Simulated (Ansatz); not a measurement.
## Convergence study of the k-point mesh for Ni3Ge (P4mm, 4 atoms in the cell)

```xyz
4
Lattice="3.5409 0.0000 0.0000 0.0000 3.5409 0.0000 0.0000 0.0000 3.5409" Properties=species:S:1:pos:R:3 pbc="T T T"
Ni     1.7705     0.0000     1.7705
Ni     0.0500     1.7705     1.7705
Ni     1.7705     1.7705     0.0000
Ge     0.0000     0.0000     0.0000
```

Method of the run: PBEsol, default PAW files made with PBE (plane waves; Ansatz, a program for electronic structure).

Base settings: basis.ecutwfc = 30.9 Ry; kpoints.mp_grid.grid = 9 9 9; hamiltonian.xc = pbesol; hamiltonian.pseudopotentials = {kind: paw} (the program's default PAW files); scf.occupations.method = gaussian; scf.occupations.width = 0.0073 Ry.

The second cell is the first with its lattice scaled by 0.98.

Only quantities that move along the ladder and can be compared are tabulated.

The count of work is k-points × plane waves × bands × iterations; it is no time. Core times come from one kind of shared machine, to one figure; runs under 30 s give none.

The starting cell comes from a database of computed structures (which also holds hypothetical and non-ambient phases and stackings), without a prior relaxation at this level. Its lattice was rescaled by up to half a per cent. One atom was moved a little off its site on purpose. Spin polarisation is off. Ansatz's pressure includes its estimate of the finite-basis (Pulay) stress.

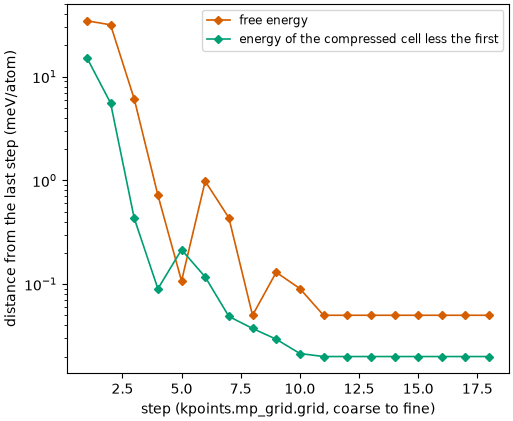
Figure: Distance from the last step along the ladder; very small values are drawn at a floor.

```tsv
kpoints.mp_grid.grid	free energy less the last step's (meV/atom)	energy of the compressed cell less the first (meV/atom)	pressure (GPa)	largest difference of a force vector from the last step's (eV/Å)	count of work / last	core time / last (rough)
2 2 2	-34.53	1.41	-6.38	0.149	0.0025	–
3 3 3	31.56	22.16	-1.45	0.034	0.0019	–
4 4 4	-6.09	17.03	-2.63	0.005	0.0058	–
5 5 5	-0.72	16.51	-2.74	0.011	0.0066	–
6 6 6	0.11	16.81	-2.67	0.001	0.013	–
7 7 7	-0.98	16.48	-2.75	0.003	0.013	–
8 8 8	0.43	16.65	-2.70	0.001	0.028	–
9 9 9	0.02	16.63	-2.71	0.001	0.024	–
10 10 10	-0.13	16.57	-2.73	0.001	0.041	–
11 11 11	0.09	16.62	-2.71	0.001	0.041	–
12 12 12	-0.01	16.61	-2.72	0.000	0.063	–
13 13 13	0.00	16.59	-2.72	0.000	0.063	–
16 16 16	0.01	16.60	-2.72	0.000	0.13	–
18 18 18	-0.01	16.59	-2.72	0.000	0.18	–
20 20 20	0.00	16.60	-2.72	0.000	0.23	0.3
22 22 22	0.00	16.60	-2.72	0.000	0.30	0.3
25 25 25	0.00	16.60	-2.72	0.000	0.38	0.4
27 27 27	0.00	16.60	-2.72	0.000	0.47	0.5
30 30 30	0.00	16.60	-2.72	0.000	1.0	1
```

Coarsest kpoints.mp_grid.grid that holds the energy of the compressed cell less the first within 1 meV/atom of the last step, with all finer ones: 4 4 4, at 0.0058 of the last step's count of work; the step before is off by 5.6 meV/atom.

Coarsest kpoints.mp_grid.grid that holds the forces within 0.02 eV/Å of the last step, with all finer ones: 4 4 4, at 0.0058 of the last step's count of work; the step before is off by 0.034 eV/Å.

Coarsest kpoints.mp_grid.grid that holds the free energy within 2 meV/atom of the last step, with all finer ones: 5 5 5, at 0.0066 of the last step's count of work; the step before is off by 6.1 meV/atom.

The energy difference between the two cells stays within 1 meV/atom of the last step's from 4 4 4 on, the total only from 5 5 5 on: much of the error is common to both cells and cancels.

Keys are those of Ansatz 0.2.
